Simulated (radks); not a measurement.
Atomic calculation, with input and output: Ru³⁺

The Ru³⁺ ion in the configuration [Kr] 4d4.5 5p0.5 (4d: 4.5 up, 0 down, 5p: 0.5 up, 0 down). Computed at this level: scalar-relativistic Kohn-Sham, PBE, spin-polarised, spherical densities, point nucleus (the in-house radial solver radks).

**Results in brief**

| quantity | value |
| --- | --- |
| outcome | converged |
| total energy | −4528.5700 hartree |
| kinetic energy | 4683.2059 hartree |
| electron–nucleus energy | −10867.6620 hartree |
| Hartree energy | 1788.2170 hartree |
| exchange–correlation energy | −132.330781 hartree |
| radius at density 0.001 e/bohr³ | 3.62 bohr |
| SCF iterations | 14 |
| hardware | 1 CPU thread, shared host |

**Input file**
```
Z 44
configuration [Kr] 4d4.5 5p0.5
relativity scalar-relativistic
functional pbe,pbe
spin polarised
nucleus point
c 137.035999084
```

Energies in input and log are in hartree, lengths in bohr.

**Log**
```
1s      1   1.0000        -807.60440492
2s      1   1.0000        -117.35319707
2p      1   3.0000        -105.24691868
3s      1   1.0000         -21.83578707
3p      1   3.0000         -17.85970010
3d      1   5.0000         -11.46764243
4s      1   1.0000          -4.24168516
4p      1   3.0000          -3.12485996
4d      1   4.5000          -1.51658096
5p      1   0.5000          -0.87341422
1s      2   1.0000        -807.60433426
2s      2   1.0000        -117.32531783
2p      2   3.0000        -105.22577065
3s      2   1.0000         -21.82137117
3p      2   3.0000         -17.84320055
3d      2   5.0000         -11.44187324
4s      2   1.0000          -4.10733311
4p      2   3.0000          -2.98190356
4d      2   0.0000          -1.36887264
5p      2   0.0000          -0.77617045
Etot -4528.569950738221
Ekin 4683.205904708252
Encl -10867.662038745906
Eh 1788.2169643796751
Exc -132.33078108024293
err 2.6580646490389357e-09
it 14
```

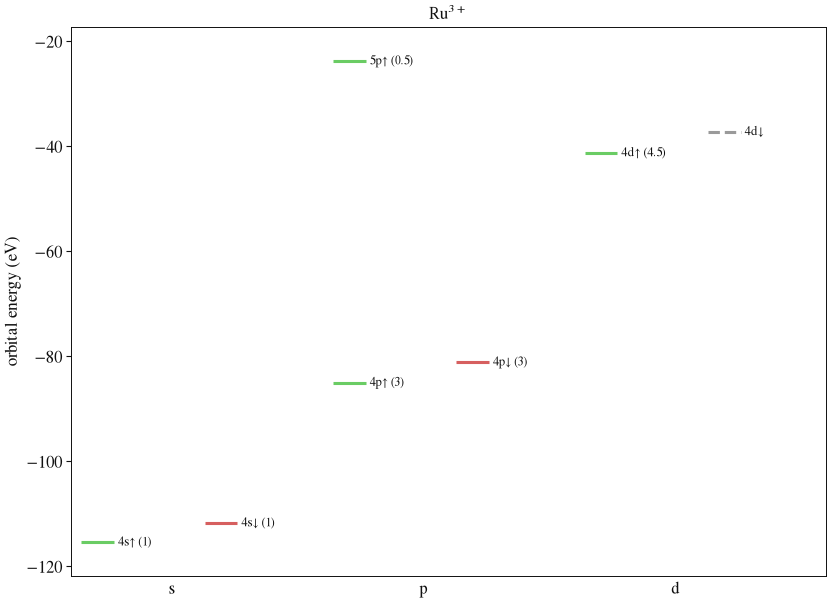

**Figure 1.** The outer levels are drawn by angular momentum (occupations in brackets, up spins at the left of each column and down spins at the right, empty levels dashed). The highest occupied level is 5p up at −23.8 eV. From the top down the occupied levels run 5p up (−23.8 eV), 4d up (−41.3 eV), 4p down (−81.1 eV), 4p up (−85.0 eV), 4s down (−111.8 eV), 4s up (−115.4 eV). The lowest empty level drawn is 4d down at −37.2 eV. The largest exchange splitting (down less up) among the shells drawn in both spins is that of 4d, 4.02 eV. The order isn't aufbau: the empty 4d down level lies under the highest occupied one.

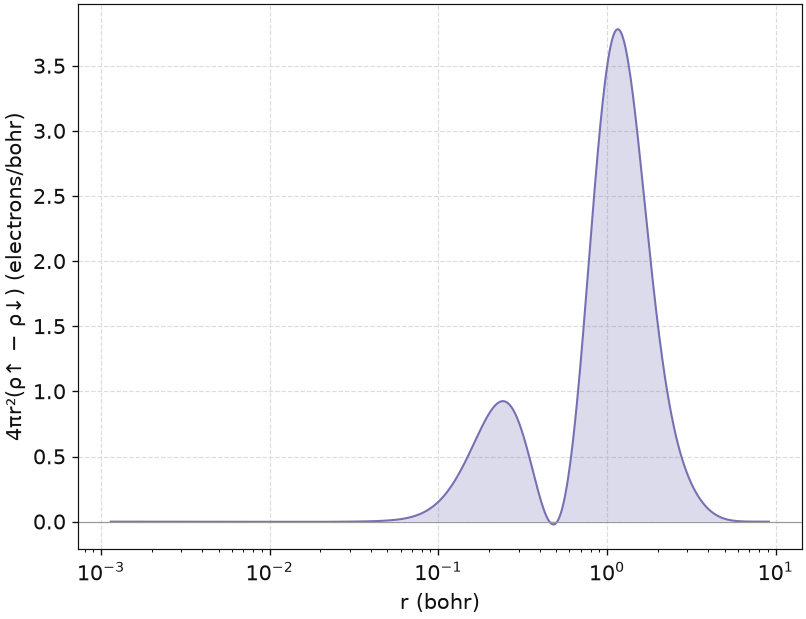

**Figure 2.** The radial spin density. The curve integrates to 5 unpaired electrons, held by 4d (+4.5) and 5p (+0.5). Its largest value, 3.78 electrons/bohr, lies near r = 1.2 bohr. Regions of the opposite sign are negligible.

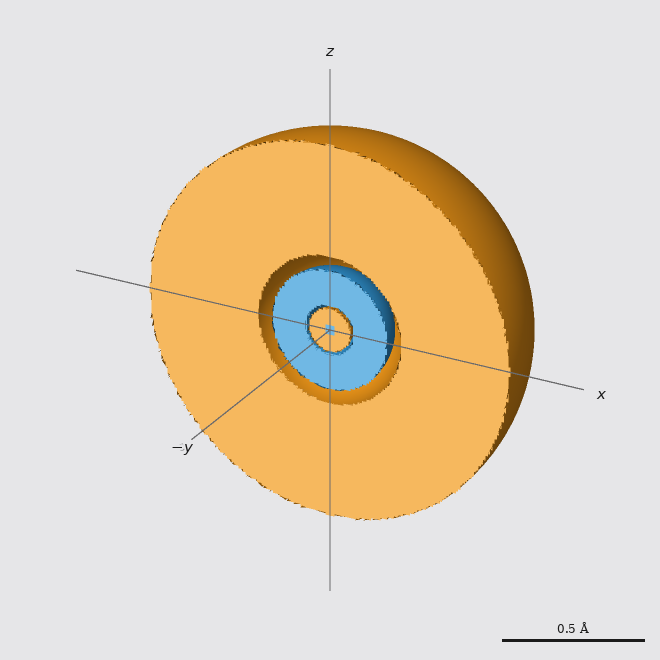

**Figure 3.** One occupied orbital of up spin is shown. The surface of constant |ψ| that holds about 85 % of the electron is drawn, orange where ψ is positive and blue where it is negative, with the half in front of the xz plane cut away and the cut face painted. The radial function comes from the spherical calculation and is multiplied by a real spherical harmonic; the overall sign is chosen so that the largest lobe of P(r) is positive; at the scalar-relativistic level it is the large component. It is 4s of up spin. It has no angular node and 3 radial nodes, at r = 0.0422, 0.170 and 0.480 bohr; only the outer 2 can be made out at this scale. The outermost maximum of P² lies at 0.913 bohr, ⟨r⟩ = 1.01 bohr, 90 % of the charge lies within 1.46 bohr, and the eigenvalue is −115.4 eV, with 1 electron in the shell for this spin.
